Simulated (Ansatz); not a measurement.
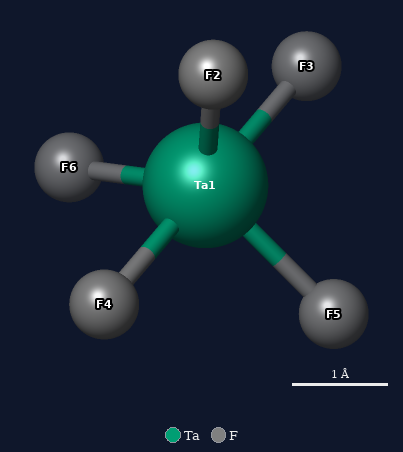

Figure 1. The input geometry (ball-and-stick view, seen at a tilt; atoms are numbered from 1 in the order of the input). Sticks mark near contacts.

# Geometry relaxation of TaF$_{5}$

TaF$_{5}$, computed with RKS LDA/def2-SVP (Ansatz 0.2.0).

It belongs to a series of runs on one base structure; here: start relaxed. Figures and captions count atoms from 1; the log counts them from 0 in places.

**What the program printed**
```
The last accepted step is kept in [file] (removed where the run ends without a failure and the disk answers)
Engine: ansatz 0.2.0, aarch64-unknown-linux-gnu
Functional definition: SPW92
  exchange = slater_x
  correlation = pw_c
1044 factors; their error is unknown
mean field evaluation 1: about -15036.5951 eV, gradient 7.3e1 eV
mean field evaluation 2: about -14890.4170 eV, gradient 3.0e2 eV
mean field evaluation 4: about -15045.0494 eV, gradient 2.2e1 eV
mean field evaluation 8: about -15045.8821 eV, gradient 1.4e-1 eV
mean field evaluation 16: about -15045.8151 eV, gradient 5.6e-5 eV
mean field -15045.81513307 eV, -552.9235077205 hartree, gradient 4.9e-5 eV, S^2 0.000000; 0 other end points of the search recorded, 0 dependent functions left out
the calculation of the forces begins
reference -15045.81519540 eV, -552.9235100109 hartree; 29, 29 occupied and 73, 73 virtual orbitals, 1044 factors
relax step   1: F+E_penalty+E_count = -15045.81513307 eV  Δ(F+E_penalty+E_count) = +0.000e0 eV  max|allowed force component| = 2.491e0 eV/Å  Δτ_max = 0.0000 Å  (28 SCF iters, accepted)
these checks for a lower state are left out or cut short: starts, cluster_reference, orbital_swaps, neighbouring_geometries, increment
1044 factors; their error is unknown
mean field -15046.22414881 eV, -552.9385387717 hartree, gradient 1.2e-5 eV, S^2 0.000000; 0 other end points of the search recorded, 0 dependent functions left out
the calculation of the forces begins
reference -15046.22421018 eV, -552.9385410271 hartree; 29, 29 occupied and 73, 73 virtual orbitals, 1044 factors
relax step   2: F+E_penalty+E_count = -15046.22414881 eV  Δ(F+E_penalty+E_count) = -4.090e-1 eV  max|allowed force component| = 4.646e-1 eV/Å  Δτ_max = 0.0910 Å  (32 SCF iters, accepted)
these checks for a lower state are left out or cut short: starts, cluster_reference, orbital_swaps, neighbouring_geometries, increment
1044 factors; their error is unknown
mean field evaluation 32: about -15046.2365 eV, gradient 1.9e-4 eV
mean field -15046.23646376 eV, -552.9389913380 hartree, gradient 9.9e-6 eV, S^2 0.000000; 0 other end points of the search recorded, 0 dependent functions left out
the calculation of the forces begins
reference -15046.23652527 eV, -552.9389935982 hartree; 29, 29 occupied and 73, 73 virtual orbitals, 1044 factors
relax step   3: F+E_penalty+E_count = -15046.23646376 eV  Δ(F+E_penalty+E_count) = -1.231e-2 eV  max|allowed force component| = 1.898e-2 eV/Å  Δτ_max = 0.0121 Å  (28 SCF iters, accepted)
these checks for a lower state are left out or cut short: starts, cluster_reference, orbital_swaps, neighbouring_geometries, increment
1044 factors; their error is unknown
mean field -15046.23493290 eV, -552.9389350796 hartree, gradient 1.4e-5 eV, S^2 0.000000; 0 other end points of the search recorded, 0 dependent functions left out
the calculation of the forces begins
reference -15046.23499443 eV, -552.9389373411 hartree; 29, 29 occupied and 73, 73 virtual orbitals, 1044 factors
relax step   4: F+E_penalty+E_count = -15046.23493290 eV  Δ(F+E_penalty+E_count) = +1.531e-3 eV  max|allowed force component| = 1.493e-1 eV/Å  Δτ_max = 0.0249 Å  (28 SCF iters, rejected (line search))
relax step   5: F+E_penalty+E_count = -15046.23646376 eV  Δ(F+E_penalty+E_count) = +0.000e0 eV  max|allowed force component| = 1.898e-2 eV/Å  Δτ_max = 0.0000 Å  (28 SCF iters, accepted)
```

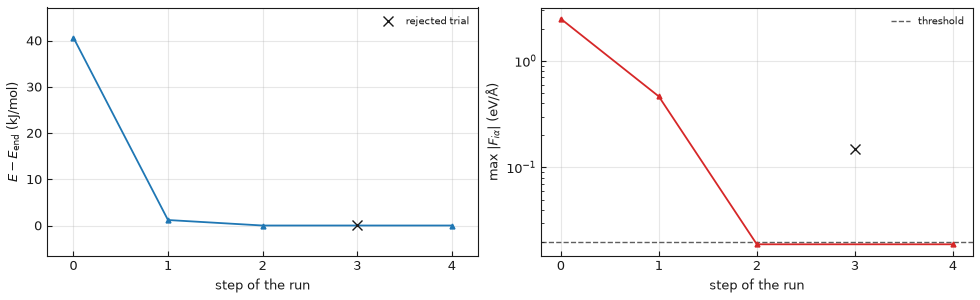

Figure 2. Progress of the relaxation, step by step (the first geometry is step 0 here and step 1 in the log).

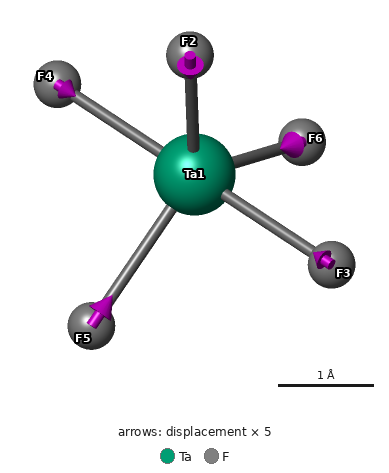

Figure 3. The starting structure with the displacements as pink arrows, magnified 5 times (ball-and-stick view, seen at a tilt). The two geometries are laid on each other by the best rigid fit. The largest moves after the best rigid fit, 0.080 Å, are those of F2, F5 and F6. Ta stays in place. Among the contacts that change: Ta1–F2 1.930 → 1.850 Å, Ta1–F3 1.930 → 1.877 Å. Over 4 geometry steps the energy falls by 40.7 kJ/mol. The largest force component goes from 2.5 to 0.019 eV/Å. The line search rejected the trial step at point 3 (counted from 0) and went back. (Atoms are counted from 1 in the order of the input.)

```
1044 factors; their error is unknown
mean field -15046.23646376 eV, -552.9389913380 hartree, gradient 9.8e-6 eV, S^2 0.000000; 1 other end points of the search recorded, 0 dependent functions left out
the calculation of the forces begins
reference -15046.23652527 eV, -552.9389935982 hartree; 29, 29 occupied and 73, 73 virtual orbitals, 1044 factors
Total energy: -15046.23652527 eV, -552.9389935982 hartree
Atom 0 at     0.000103     0.000000    -0.000000 Å, force    -0.000069     0.000000     0.000000 eV/Å
Atom 1 at     1.850298    -0.000000     0.000000 Å, force    -0.018977     0.000000     0.000000 eV/Å
Atom 2 at     0.000129     0.000000     1.877149 Å, force     0.000218    -0.000000    -0.002773 eV/Å
Atom 3 at     0.000129    -0.000000    -1.877149 Å, force     0.000218    -0.000000     0.002773 eV/Å
Atom 4 at    -0.925329     1.602103     0.000000 Å, force     0.009305    -0.017076     0.000000 eV/Å
Atom 5 at    -0.925329    -1.602103    -0.000000 Å, force     0.009305     0.017076    -0.000000 eV/Å
Dipole moment:     0.000149     0.000000    -0.000000 e Å
```

**Trajectory as extended XYZ (Å, eV, eV/Å), 5 frames, from step=1 to step=5**
```
6
Properties=species:S:1:pos:R:3:forces:R:3 step=1 energy=-15045.81513
Ta    0.0000    0.0000    0.0000    0.0011   0.0000   0.0000
F     1.9300    0.0000    0.0000   -2.4909   0.0000   0.0000
F     0.0000    0.0000    1.9300    0.0000   0.0000  -1.8072
F     0.0000    0.0000   -1.9300    0.0000   0.0000   1.8072
F    -0.9650    1.6714    0.0000    1.2449  -2.1572   0.0000
F    -0.9650   -1.6714    0.0000    1.2449   2.1572   0.0000
6
Properties=species:S:1:pos:R:3:forces:R:3 step=2 energy=-15046.22415
Ta    0.0001    0.0000    0.0000    0.0005   0.0000   0.0000
F     1.8391    0.0000    0.0000    0.4273   0.0000   0.0000
F     0.0001    0.0000    1.8650    0.0001   0.0000   0.4646
F     0.0001    0.0000   -1.8650    0.0001   0.0000  -0.4646
F    -0.9196    1.5925    0.0000   -0.2141   0.3693   0.0000
F    -0.9196   -1.5925    0.0000   -0.2141  -0.3693   0.0000
6
Properties=species:S:1:pos:R:3:forces:R:3 step=3 energy=-15046.23646
Ta    0.0001    0.0000    0.0000   -0.0001   0.0000   0.0000
F     1.8503    0.0000    0.0000   -0.0190   0.0000   0.0000
F     0.0001    0.0000    1.8771    0.0002   0.0000  -0.0028
F     0.0001    0.0000   -1.8771    0.0002   0.0000   0.0028
F    -0.9253    1.6021    0.0000    0.0093  -0.0171   0.0000
F    -0.9253   -1.6021    0.0000    0.0093   0.0171   0.0000
6
Properties=species:S:1:pos:R:3:forces:R:3 step=4 energy=-15046.23493 accepted=F
Ta    0.0083    0.0000    0.0000   -0.1493   0.0000   0.0000
F     1.8594    0.0000    0.0000   -0.0068   0.0000   0.0000
F     0.0104    0.0000    1.8771    0.0171   0.0000  -0.0034
F     0.0104    0.0000   -1.8771    0.0171   0.0000   0.0034
F    -0.9442    1.5859    0.0000    0.0609  -0.0038   0.0000
F    -0.9442   -1.5859    0.0000    0.0609   0.0038   0.0000
6
Properties=species:S:1:pos:R:3:forces:R:3 step=5 energy=-15046.23646
Ta    0.0001    0.0000    0.0000   -0.0001   0.0000   0.0000
F     1.8503    0.0000    0.0000   -0.0190   0.0000   0.0000
F     0.0001    0.0000    1.8771    0.0002   0.0000  -0.0028
F     0.0001    0.0000   -1.8771    0.0002   0.0000   0.0028
F    -0.9253    1.6021    0.0000    0.0093  -0.0171   0.0000
F    -0.9253   -1.6021    0.0000    0.0093   0.0171   0.0000
```

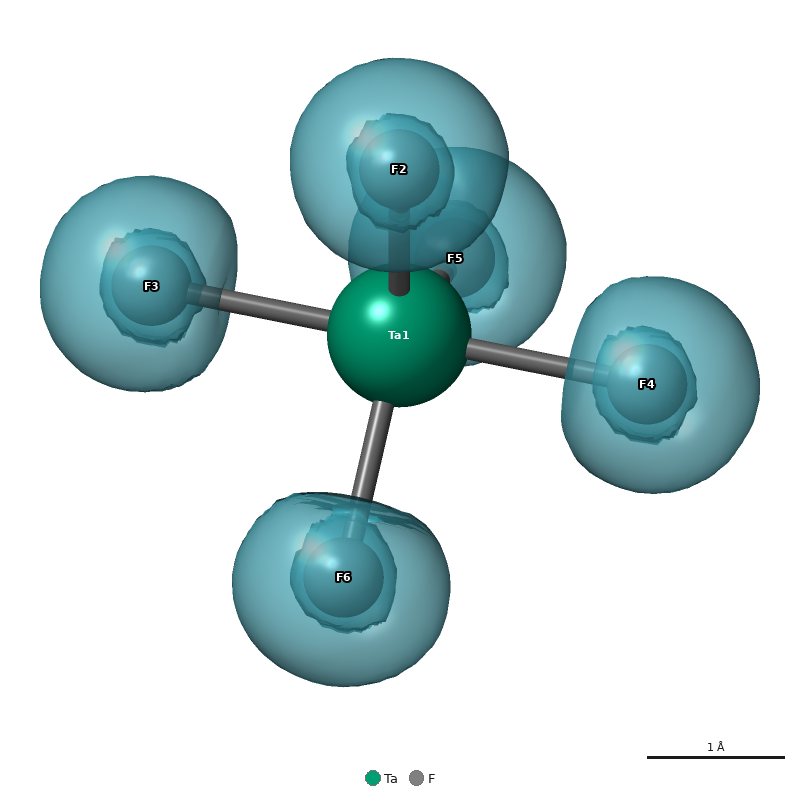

Figure 4. Isosurface of the ELF at 0.75 (cyan), seen at an oblique angle. Core shells and regions of very low density are left out. Along the contacts the grid gives the following. Ta–F (1.85 Å): the ELF peaks at about 0.80 in the valence shell of F, 0.5 Å from its nucleus, and drops to about 0.25 between the two atoms.

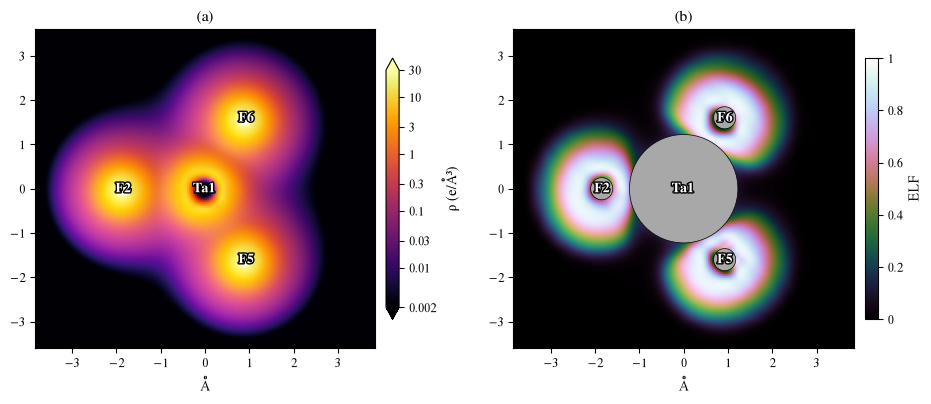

Figure 5. (a) electron density; (b) electron localisation function on the plane of atoms F2, Ta1 and F5. Grey discs, where drawn, cover atomic cores. Atoms in the plane: Ta and F. Ta–F (1.85 Å): ρ is about 1.1 e/Å³ halfway; the ELF peaks at about 0.80 in the valence shell of F, 0.5 Å from its nucleus, and drops to about 0.25 between the two atoms.

The run was set up as follows.

**The input**
```yaml
crystal:
  periodic: [false, false, false]
  atoms:
    - { symbol: Ta, position_ang: [0.0, 0.0, 0.0] }
    - { symbol: F, position_ang: [1.93, 0.0, 0.0] }
    - { symbol: F, position_ang: [0.0, 0.0, 1.93] }
    - { symbol: F, position_ang: [0.0, 0.0, -1.93] }
    - { symbol: F, position_ang: [-0.965, 1.6714, 0.0] }
    - { symbol: F, position_ang: [-0.965, -1.6714, 0.0] }
basis:
  gaussian: { orbitals: def2-SVP }
hamiltonian:
  xc: lda
relax:
  f_tol: 0.02
  max_steps: 40
output:
  orbitals: {}
```

Launched with:
```bash
ansatz run input.yaml --threads 2 --pin off --max-ram 3072MiB --backend cpu --events-out ev --progress --plain --runs-dir out
```

**Summary**

```json
{"quantity": "outcome", "value": "converged"}
{"quantity": "total energy", "value": "−15046.2365 eV"}
{"quantity": "mean-field energy", "value": "−15046.2365 eV"}
{"quantity": "largest force (length of the vector) at the end", "value": "0.019 eV/Å"}
{"quantity": "hardware", "value": "2 threads of Arm Neoverse V2, 24 GiB of memory available, shared host"}
{"quantity": "wall time", "value": "4.8 s (CPU time 9.1 s)"}
{"quantity": "peak memory", "value": "0.14 GiB"}
```
